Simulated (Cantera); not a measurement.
A closed system holds: 1 mol AlCl3, 1.9 mol H2O, 2.5 mol H2, held at 0.133 bar.

Equilibrium computed with Cantera from the NASA thermochemical tables; the gas is ideal and each condensed phase is pure. Candidate condensed phases: Al, AlCl3, Al2O3, H2O; 29 gas species. The tables' values for AlCl2 are old estimates; treat these amounts as uncertain. Condensed phases not in the tables: AlOCl. The numbers say what is thermodynamically allowed, not how fast it happens.

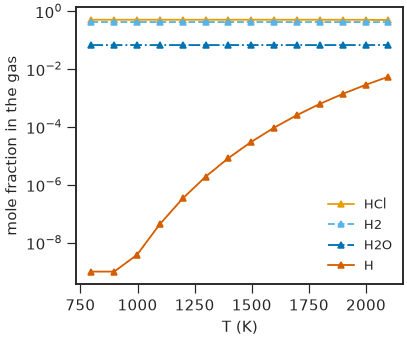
Equilibrium gas composition (values under 1e-9 drawn at 1e-9)

From 798 K to 2098 K the condensed part is Al2O3(s).
